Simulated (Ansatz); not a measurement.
**Swapping NH2 for Cl on Hf: the HOMO–LUMO gap**

On one Hf centre that keeps F, n of the NH2 ligands are replaced by Cl. The HOMO–LUMO gap y in eV at wB97X-V/def2-TZVPP. Shapes, held fixed at every level: PBE0-D4/def2-TZVP. Flexible molecules stand in one conformer, not always the lowest. Programs: Ansatz 0.2.0.

| molecule | n | y (eV) |
| --- | --- | --- |
| Hf(NH2)3F | 0 | 11.11 |
| Hf(NH2)2ClF | 1 | 11.51 |
| Hf(NH2)Cl2F | 2 | ? |
| HfCl3F | 3 | 12.40 |

Task: Fit y = c + s·n to the known rows and predict Hf(NH2)Cl2F.

Result: 
1. Means of the 3 rows: n = 1.33333, y = 11.673.
2. Σ(Δn)² = 4.6667, Σ(Δn·Δy) = 2.0167, so the slope is 2.0167/4.6667 = 0.43215.
3. Intercept: 11.673 − (0.43215) × 1.33333 = 11.097. The largest residual of the fit is 0.019.
4. Hf(NH2)Cl2F: 11.097 + (0.43215) × 2 = 11.96 eV.

The run gave 11.71 eV, so the prediction is off by +0.25 eV, more than the scatter of the fit. The steps per swap are uneven (+0.40, +0.20, +0.69), so a line is a poor model. Other levels give for Hf(NH2)Cl2F: SPW92/def2-TZVPP 4.69; BHLYP-D4/def2-TZVPP 9.36; PBE0-D4/def2-TZVPP 7.05 eV. Orbital gaps aren't excitation energies, and the LUMO depends on the basis. The series runs otherwise at B3LYP-D4/def2-TZVPP, PBE-D4/def2-TZVPP, PBE0-D4/def2-TZVPP, SPW92/def2-TZVPP, r2SCAN-D4/def2-TZVPP, r2SCAN0-D4/def2-TZVPP. For atoms past krypton def2 sets carry core potentials with scalar relativity.

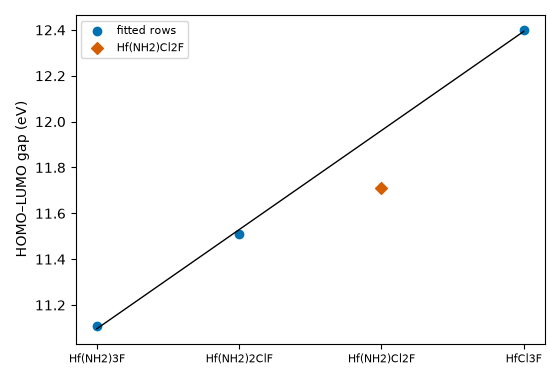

The fitted line, with the withheld member.
